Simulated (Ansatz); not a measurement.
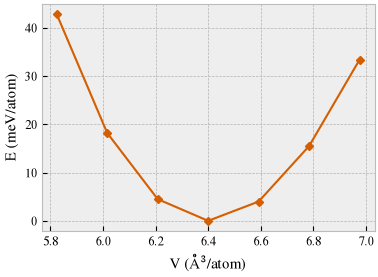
Fig. 1. B (simple rhombohedral, R-3m) under volume change, the program Ansatz at the PBE level (PAW), shape and atoms relaxed at each volume.

**Question.** What does a third-order Birch–Murnaghan fit give for V₀, B₀ and B′?

**Answer.** V₀ = 6.40 Å³/atom, B₀ = 233 GPa, B′ = 3.3.

The cell is a constructed one: a structure type filled with these elements. Its sites differ from those of the usual phase in this space group: another stacking or structure type. The PBE relaxation kept the symmetry of its start; its stability against distortions is not shown here. The volume moved by -34 % from the start of the relaxation.

Potentials: the later of the program's two PAW sets.
